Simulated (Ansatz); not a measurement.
Strength of the C–O bond: C2H5O2Si → C2H3O + SiH2O

Species: C2H5O2Si `CC(=O)O[SiH2]`, doublet; C2H3O (acetyl radical) `C[C]=O`, doublet; SiH2O (oxosilane) `O=[SiH2]`, singlet. 

Shapes, held fixed at every level: PBE0-D4/def2-TZVP. Flexible molecules stand in one conformer, not always the lowest. Programs: Ansatz 0.2.0. The zero-point and thermal change to 298 K, harmonic and unscaled (PBE0-D4/def2-TZVP), is -11.5 kJ/mol.

```
               level                    kind  ΔH(298 K) (kJ/mol)  less CCSD(T)/CBS estimate
       HF/def2-TZVPP            Hartree–Fock              +206.4                      +18.0
    SPW92/def2-TZVPP                     LDA              +246.0                      +57.6
  wB97M-V/def2-TZVPP  range-separated hybrid              +194.9                       +6.5
        MP2/def2-SVP     perturbation theory              +212.1                      +23.7
  CCSD(T)/def2-TZVPP   coupled cluster or CI              +189.6                       +1.2
     CCSD/def2-TZVPP   coupled cluster or CI              +193.4                       +5.0
CCSD(T)/CBS estimate   coupled cluster or CI              +188.4                        0.0
```

The highest level, CCSD(T)/CBS estimate, gives ΔH(298 K) = +188.4 kJ/mol; the levels span +188.4 to +246.0. A fragment pairs its electrons up again, so this isn't a typical strength of such a bond. The column of differences is taken from that level and isn't an error. No measured value is set beside it here. Open shells run unrestricted unless RO is named. The CBS estimate extrapolates MP2 from def2-TZVPP and def2-QZVPP and adds CCSD(T) − MP2 in the triple-zeta set, cores frozen.

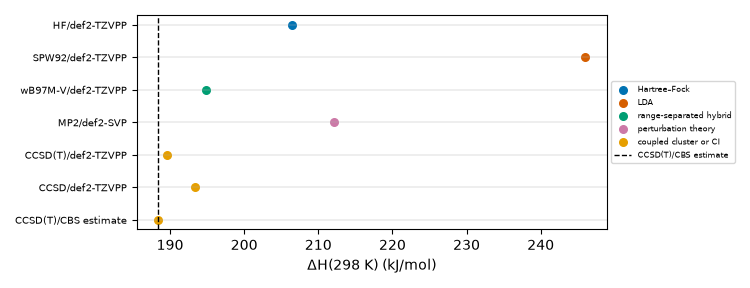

The values of the table, level by level.
